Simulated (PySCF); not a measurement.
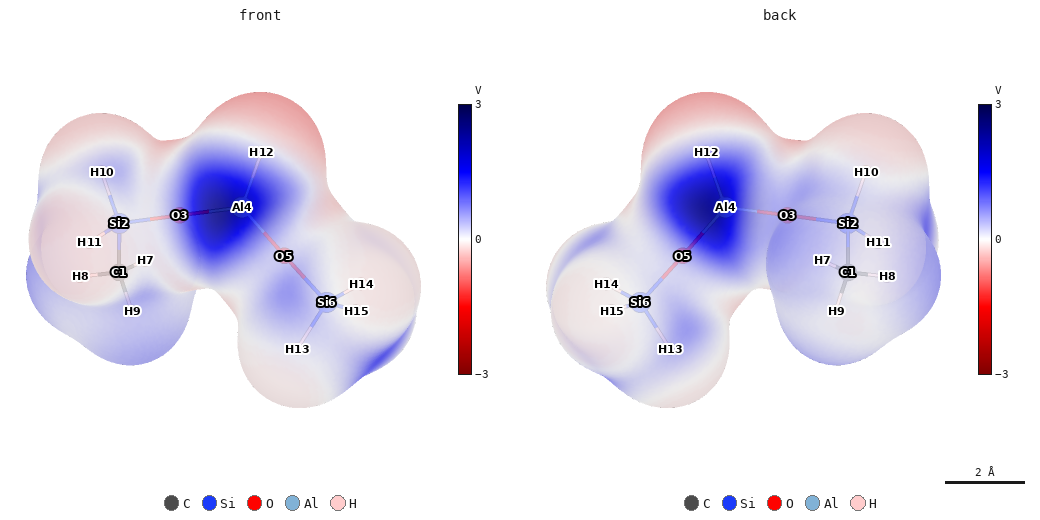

Figure. CH9AlO2Si2 (SMILES C[SiH2][O][AlH][O][SiH3]). The molecular electrostatic potential painted on the density surface at 0.001 e/bohr³, seen from the front and from behind; the colour scale runs from red (negative) to blue (positive).

Geometry: GFN2-xTB.

All numbers below come from PySCF 2.14.0, B3LYP/def2-SVPD, SCF density, gas phase.

Input file:

```
{"job": {"kind": "uv", "xc": "B3LYP", "basis": "def2-SVPD", "nstates": 8, "ntriplets": 3}, "charge": 0, "multiplicity": 1}
C     -2.802208     0.091818     0.508972
Si    -2.044178    -0.006871    -1.227756
O     -0.481447    -0.484627    -1.100807
Al     1.096597    -1.002295    -0.925601
O      2.205595    -0.379059     0.160910
Si     3.302315     0.209377     1.219409
H     -2.701081    -0.851565     1.040556
H     -3.860399     0.329699     0.456919
H     -2.320365     0.857970     1.111246
H     -2.706843    -1.024955    -2.049801
H     -2.024283     1.302869    -1.888624
H      1.560797    -2.123065    -1.812565
H      2.930117     1.594970     1.509928
H      4.609053     0.122393     0.565088
H      3.231916    -0.639980     2.410212
```

Run with:

```sh
OMP_NUM_THREADS=1 python probes_run.py task.json out
```

> Where is the surface potential most negative and most positive?

The most negative region (about −0.5 V) lies over H12, the most positive (about +2.3 V) over Al4.
